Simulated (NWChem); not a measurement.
**Energy and gradient calculation, with input and output: N$_{2}$**

System: N$_{2}$, SMILES N#N.
Method: HF/STO-3G, RHF (NWChem 7.3.0).

The geometry comes from this level: PBE0-D4/def2-TZVP.

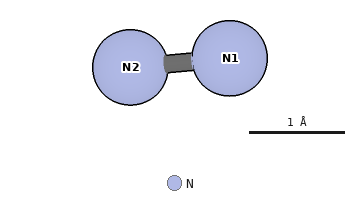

The structure as given in the input (ball-and-stick view, seen at an oblique angle; atoms are numbered from 1 in the order of the input). Bond lengths as drawn: N–N 1.09 Å.

Input file
```
start work
memory stack 880 mb heap 220 mb global 1100 mb

geometry units atomic noautosym nocenter noautoz
N    0.87966751  -0.28402584   0.45315632
N   -0.87966751   0.28402584  -0.45315632
end

basis "ao basis" spherical bse
* library STO-3G
end

scf
singlet
rhf
thresh 1e-08
maxiter 80
print medium
end

task scf gradient
```

Run as:
```bash
nwchem work.nw > work.out
```

Output
```
Northwest Computational Chemistry Package (NWChem) 7.3.0
             --------------------------------------------------------

           Job information
           ---------------

    nwchem branch   = 7.3.0
    use scalapack   = T
    input           = work.nw
    prefix          = work.
    data base       = ./work.db
    status          = startup
    nproc           =        1

           Memory information
           ------------------

    heap     =     28835838 doubles =      220.0 Mbytes
    stack    =    115343355 doubles =      880.0 Mbytes
    global   =    144179200 doubles =     1100.0 Mbytes (distinct from heap & stack)
    total    =    288358393 doubles =     2200.0 Mbytes
    verify   = yes
    hardfail = no

           Directory information
           ---------------------

  0 permanent = .
  0 scratch   = .

                                NWChem Input Module
                                -------------------

                             Geometry "geometry" -> ""
                             -------------------------

 Output coordinates in a.u. (scale by  1.000000000 to convert to a.u.)

  No.       Tag          Charge          X              Y              Z
 ---- ---------------- ---------- -------------- -------------- --------------
    1 N                    7.0000     0.87966751    -0.28402584     0.45315632
    2 N                    7.0000    -0.87966751     0.28402584    -0.45315632

      Atomic Mass
      -----------

      N                 14.003070

 Effective nuclear repulsion energy (a.u.)      23.7983418255

            Nuclear Dipole moment (a.u.)
            ----------------------------
        X                 Y               Z
 ---------------- ---------------- ----------------
     0.0000000000     0.0000000000     0.0000000000

            XYZ format geometry
            -------------------
     2
 geometry
 N                     0.46550003    -0.15030001     0.23980001
 N                    -0.46550003     0.15030001    -0.23980001

 ==============================================================================
                                internuclear distances
 ------------------------------------------------------------------------------
       center one      |      center two      | atomic units |       a.u.
 ------------------------------------------------------------------------------
    2 N                |   1 N                |     2.05897  |     2.05897
 ------------------------------------------------------------------------------
                         number of included internuclear distances:          1
 ==============================================================================

 Summary of "ao basis" -> "" (spherical)
 ------------------------------------------------------------------------------
       Tag                 Description            Shells   Functions and Types
 ---------------- ------------------------------  ------  ---------------------
 *                           STO-3G                   on all atoms

                      Basis "ao basis" -> "ao basis" (spherical)
                      -----
  [basis functions not shown]

 Summary of "ao basis" -> "ao basis" (spherical)
 ------------------------------------------------------------------------------
       Tag                 Description            Shells   Functions and Types
 ---------------- ------------------------------  ------  ---------------------
 N                           STO-3G                  3        5   2s1p

                                 NWChem SCF Module
                                 -----------------

  ao basis        = "ao basis"
  functions       =    10
  atoms           =     2
  closed shells   =     7
  open shells     =     0
  charge          =   0.00
  wavefunction    = RHF
  input vectors   = atomic
  output vectors  = ./work.movecs
  use symmetry    = F
  symmetry adapt  = F

 Summary of "ao basis" -> "ao basis" (spherical)
 ------------------------------------------------------------------------------
       Tag                 Description            Shells   Functions and Types
 ---------------- ------------------------------  ------  ---------------------
 N                           STO-3G                  3        5   2s1p

 Forming initial guess at       0.0s

      Superposition of Atomic Density Guess
      -------------------------------------

 Sum of atomic energies:        -107.23242781

      Non-variational initial energy
      ------------------------------

 Total energy =    -107.642588
 1-e energy   =    -194.408542
 2-e energy   =      62.967612
 HOMO         =      -0.291233
 LUMO         =       0.212819

 Starting SCF solution at       0.0s

 ----------------------------------------------
         Quadratically convergent ROHF

 Convergence threshold     :          1.000E-08
 Maximum no. of iterations :           80
 Final Fock-matrix accuracy:          1.000E-10
 ----------------------------------------------

              iter       energy          gnorm     gmax       time
             ----- ------------------- --------- --------- --------
                 1     -107.4932713845  1.04D-01  1.02D-01      0.0
                 2     -107.4933785308  6.86D-03  5.40D-03      0.0
                 3     -107.4933803257  4.15D-07  3.94D-07      0.0
                 4     -107.4933803257  3.88D-11  3.16D-11      0.1

       Final RHF  results
       ------------------

         Total SCF energy =   -107.493380325730
      One-electron energy =   -192.762677952057
      Two-electron energy =     61.470955800835
 Nuclear repulsion energy =     23.798341825492

        Time for solution =      0.0s

             Final eigenvalues
             -----------------

              1
    1  -15.5208
    2  -15.5188
    3   -1.4505
    4   -0.7214
    5   -0.5787
    6   -0.5787
    7   -0.5415
    8    0.2849
    9    0.2849
   10    1.1425

                       ROHF Final Molecular Orbital Analysis
                       -------------------------------------

 Vector    2  Occ=2.000000D+00  E=-1.551875D+01
              MO Center=  7.2D-14, -2.3D-14,  3.7D-14, r^2= 3.2D-01
   Bfn.  Coefficient  Atom+Function         Bfn.  Coefficient  Atom+Function
  ----- ------------  ---------------      ----- ------------  ---------------
     1      0.702857  1 N  s                  6     -0.702857  2 N  s

 Vector    3  Occ=2.000000D+00  E=-1.450508D+00
              MO Center= -7.9D-16,  5.6D-17, -1.0D-15, r^2= 5.1D-01
   Bfn.  Coefficient  Atom+Function         Bfn.  Coefficient  Atom+Function
  ----- ------------  ---------------      ----- ------------  ---------------
     2      0.486356  1 N  s                  7      0.486356  2 N  s
     3     -0.207091  1 N  px                 8      0.207091  2 N  px
     1     -0.176345  1 N  s                  6     -0.176345  2 N  s

 Vector    4  Occ=2.000000D+00  E=-7.214129D-01
              MO Center= -8.7D-15,  3.0D-15, -3.3D-15, r^2= 1.2D+00
   Bfn.  Coefficient  Atom+Function         Bfn.  Coefficient  Atom+Function
  ----- ------------  ---------------      ----- ------------  ---------------
     2      0.740923  1 N  s                  7     -0.740923  2 N  s
     3      0.227957  1 N  px                 8      0.227957  2 N  px
     1     -0.170743  1 N  s                  6      0.170743  2 N  s

 Vector    5  Occ=2.000000D+00  E=-5.786680D-01
              MO Center=  1.2D-15, -8.0D-16,  1.7D-15, r^2= 8.3D-01
   Bfn.  Coefficient  Atom+Function         Bfn.  Coefficient  Atom+Function
  ----- ------------  ---------------      ----- ------------  ---------------
     5      0.512433  1 N  pz                10      0.512433  2 N  pz
     3     -0.316454  1 N  px                 8     -0.316454  2 N  px
     4     -0.162527  1 N  py                 9     -0.162527  2 N  py

 Vector    6  Occ=2.000000D+00  E=-5.786680D-01
              MO Center=  2.7D-15,  1.9D-15,  2.3D-15, r^2= 8.3D-01
   Bfn.  Coefficient  Atom+Function         Bfn.  Coefficient  Atom+Function
  ----- ------------  ---------------      ----- ------------  ---------------
     4      0.577158  1 N  py                 9      0.577158  2 N  py
     5      0.226182  1 N  pz                10      0.226182  2 N  pz

 Vector    7  Occ=2.000000D+00  E=-5.415290D-01
              MO Center=  9.5D-15, -5.2D-15,  3.6D-15, r^2= 1.2D+00
   Bfn.  Coefficient  Atom+Function         Bfn.  Coefficient  Atom+Function
  ----- ------------  ---------------      ----- ------------  ---------------
     3      0.515903  1 N  px                 8     -0.515903  2 N  px
     2      0.409934  1 N  s                  7      0.409934  2 N  s
     5      0.265765  1 N  pz                10     -0.265765  2 N  pz
     4     -0.166574  1 N  py                 9      0.166574  2 N  py

 Vector    8  Occ=0.000000D+00  E= 2.849477D-01
              MO Center= -8.8D-16,  7.1D-16, -1.4D-15, r^2= 8.8D-01
   Bfn.  Coefficient  Atom+Function         Bfn.  Coefficient  Atom+Function
  ----- ------------  ---------------      ----- ------------  ---------------
     5      0.659222  1 N  pz                10     -0.659222  2 N  pz
     3     -0.430498  1 N  px                 8      0.430498  2 N  px
     4     -0.281542  1 N  py                 9      0.281542  2 N  py

 Vector    9  Occ=0.000000D+00  E= 2.849477D-01
              MO Center= -2.3D-15,  3.4D-16, -1.4D-15, r^2= 8.8D-01
   Bfn.  Coefficient  Atom+Function         Bfn.  Coefficient  Atom+Function
  ----- ------------  ---------------      ----- ------------  ---------------
     4      0.752784  1 N  py                 9     -0.752784  2 N  py
     5      0.359341  1 N  pz                10     -0.359341  2 N  pz

 Vector   10  Occ=0.000000D+00  E= 1.142534D+00
              MO Center= -4.5D-16, -6.9D-17, -2.4D-16, r^2= 5.8D-01
   Bfn.  Coefficient  Atom+Function         Bfn.  Coefficient  Atom+Function
  ----- ------------  ---------------      ----- ------------  ---------------
     2      1.229414  1 N  s                  7     -1.229414  2 N  s
     3     -1.046276  1 N  px                 8     -1.046276  2 N  px
     5     -0.538984  1 N  pz                10     -0.538984  2 N  pz
     4      0.337820  1 N  py                 9      0.337820  2 N  py

 center of mass
 --------------
 x =   0.00000000 y =   0.00000000 z =   0.00000000

 moments of inertia (a.u.)
 ------------------
           8.010353358977           6.997286565140         -11.164000535459
           6.997286565140          27.422648274807           3.604617192062
         -11.164000535459           3.604617192062          23.930843507865

  Mulliken analysis of the total density
  --------------------------------------

    Atom       Charge   Shell Charges
 -----------   ------   -------------------------------------------------------
    1 N    7     7.00   2.00  1.74  3.26
    2 N    7     7.00   2.00  1.74  3.26

       Multipole analysis of the density wrt the origin
       ------------------------------------------------

     L   x y z        total         open         nuclear
     -   - - -        -----         ----         -------
     0   0 0 0     -0.000000      0.000000     14.000000

     1   1 0 0     -0.000000      0.000000      0.000000
     1   0 1 0      0.000000      0.000000      0.000000
     1   0 0 1     -0.000000      0.000000      0.000000

     2   2 0 0     -8.235838      0.000000     10.833409
     2   1 1 0      0.452321      0.000000     -3.497876
     2   1 0 1     -0.721668      0.000000      5.580776
     2   0 2 0     -6.980981      0.000000      1.129389
     2   0 1 1      0.233011      0.000000     -1.801913
     2   0 0 2     -7.206700      0.000000      2.874909

                              NWChem Gradients Module
                              -----------------------

  wavefunction    =   RHF

                         RHF ENERGY GRADIENTS

    atom               coordinates                        gradient
                 x          y          z           x          y          z
   1 N       0.879668  -0.284026   0.453156   -0.155656   0.050258  -0.080185
   2 N      -0.879668   0.284026  -0.453156    0.155656  -0.050258   0.080185

                 ----------------------------------------
                 |  Time  |  1-e(secs)   |  2-e(secs)   |
                 ----------------------------------------
                 |  CPU   |       0.00   |       0.01   |
                 ----------------------------------------
                 |  WALL  |       0.00   |       0.01   |
                 ----------------------------------------

 Task  times  cpu:        0.0s     wall:        0.0s
 Total times  cpu:        0.1s     wall:        0.1s
```

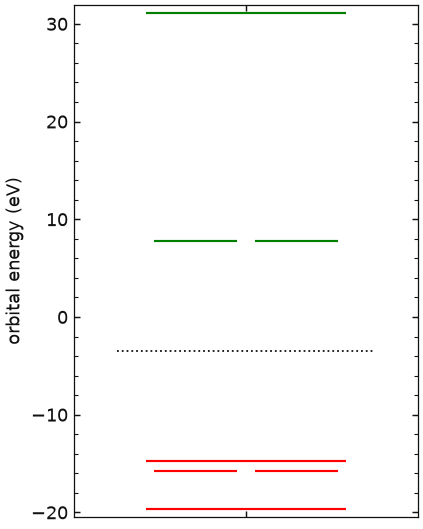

Orbital energies near the frontier; the dotted line parts filled from empty levels, and levels within 0.02 eV of each other stand side by side. Highest filled −14.74 eV, lowest empty 7.75 eV, 22.49 eV apart.

Results in brief

```csv
quantity,value
outcome,converged
total energy,−107.493380 hartree
basis functions,10
largest force,9.367 eV/Å
HOMO,−14.74 eV
LUMO,7.75 eV
dipole moment,0.00 D
hardware,"1 thread of Intel Xeon (Granite Rapids), 16 GiB of memory available, shared host"
wall time,0.56 s
peak memory,0.1 GiB
```
